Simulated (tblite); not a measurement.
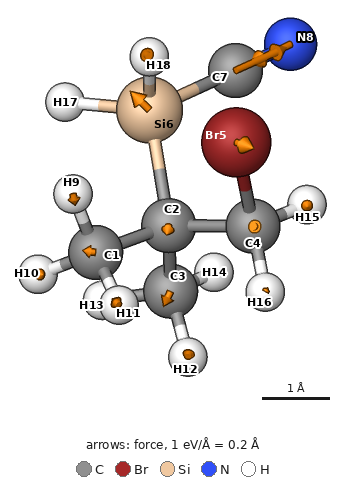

Starting geometry of C$_{5}$H$_{10}$BrNSi with the computed forces as orange arrows. The picture is a ball-and-stick view, seen from a free direction.

Theory: tblite 0.8.0, GFN2-xTB geometry optimisation, gas phase. 

**Is this structure relaxed? If not, where do the atoms go?**

It isn't relaxed: the largest force vector, on C7, is 5.50 eV/Å. The final displacements have little in common with the starting forces (cosine between the two patterns 0.25). The largest moves after the best rigid fit, 0.49 Å, are those of H9 and H18. Largest moves by element: H 0.49 Å, Br 0.39 Å, N 0.31 Å, Si 0.20 Å, C 0.11 Å. Among the contacts that change: Br5–Si6 3.105 → 3.460 Å, C1–Br5 2.981 → 3.318 Å, C2–Si6 1.849 → 1.925 Å, Si6–C7 1.821 → 1.869 Å. Among the angles between lasting bonds that change: C2–Si6–H18 105.6° → 114.2°, C2–Si6–C7 112.1° → 103.7°, C3–C2–C4 112.9° → 106.4°. Groups turn about C1–C2 by about 25°. After 83 geometry steps the energy has fallen by 89.5 kJ/mol.
